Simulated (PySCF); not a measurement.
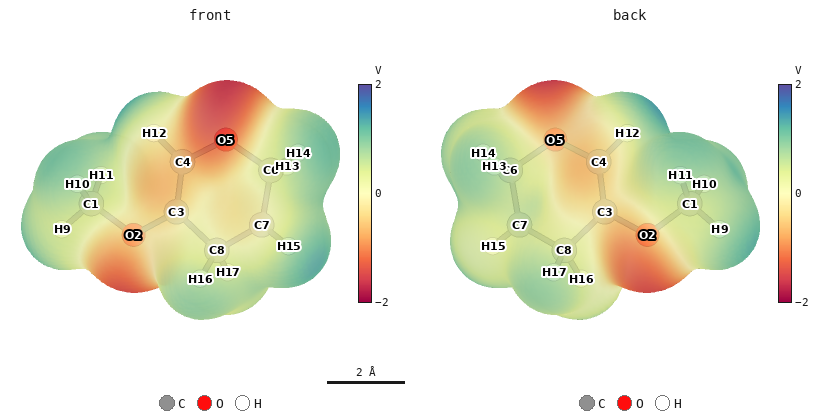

C₆H₉O₂ (doublet). The molecular electrostatic potential painted on the density surface at 0.004 e/bohr³, seen from the front and from behind; red is negative and blue positive.

Geometry: GFN2-xTB.

The calculation used PySCF, UKS B3LYP, pcH-1 on C H O, non-relativistic, mean-field spin-orbit, GIAO.

```yaml
atoms:
  - { symbol: C, position_ang: [2.7231, -0.1177, -0.4306] }
  - { symbol: O, position_ang: [1.6700, 0.7633, -0.1373] }
  - { symbol: C, position_ang: [0.4275, 0.2198, 0.0905] }
  - { symbol: C, position_ang: [0.1109, -1.0691, 0.0006] }
  - { symbol: O, position_ang: [-1.1426, -1.5831, 0.2145] }
  - { symbol: C, position_ang: [-2.2069, -0.6412, 0.1490] }
  - { symbol: C, position_ang: [-1.8875, 0.6538, 0.7812] }
  - { symbol: C, position_ang: [-0.5738, 1.2662, 0.5044] }
  - { symbol: H, position_ang: [3.6083, 0.5059, -0.5458] }
  - { symbol: H, position_ang: [2.8833, -0.8335, 0.3826] }
  - { symbol: H, position_ang: [2.5396, -0.6667, -1.3607] }
  - { symbol: H, position_ang: [0.8074, -1.8563, -0.2396] }
  - { symbol: H, position_ang: [-2.4518, -0.4954, -0.9243] }
  - { symbol: H, position_ang: [-3.0615, -1.1282, 0.6249] }
  - { symbol: H, position_ang: [-2.6213, 1.1718, 1.3682] }
  - { symbol: H, position_ang: [-0.1947, 1.7959, 1.3854] }
  - { symbol: H, position_ang: [-0.6370, 2.0263, -0.2928] }
```

**Where is the surface potential most negative and most positive?**

The most negative region (about −1.6 V) lies over O5, the most positive (about +1.3 V) over H12 and H15. O5 is the likeliest acceptor of a hydrogen bond.
